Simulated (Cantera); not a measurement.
A closed system holds: 1 mol MgCO3, 0.28 mol H2S, 8.2 mol N2, 3.2 mol O2, at 150000 Pa.

Cantera equilibrium calculation (NASA polynomials, part measured and part estimated; ideal gas, pure solids and liquids). Candidate condensed phases: C, C6H6, C7H8, C8H18, H2O, H2SO4, Mg, MgCO3, MgO, Mg(OH)2, MgS, MgSO4, S; 158 gas species. Mutual solubility and eutectic melting of coexisting phases are not modelled. Equilibrium is a limit: real reactors are often held back by kinetics, nucleation or transport.

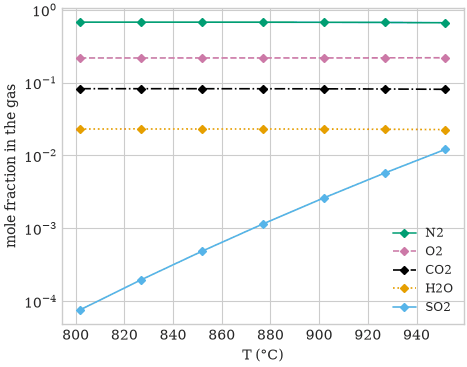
*Equilibrium gas composition (values under 1e-9 drawn at 1e-9)*

### Question
Read off the mole fractions at 827 °C.

### Answer
N2 about 0.68, O2 about 0.22, CO2 about 0.082, H2O about 0.023, SO2 about 0.00020.
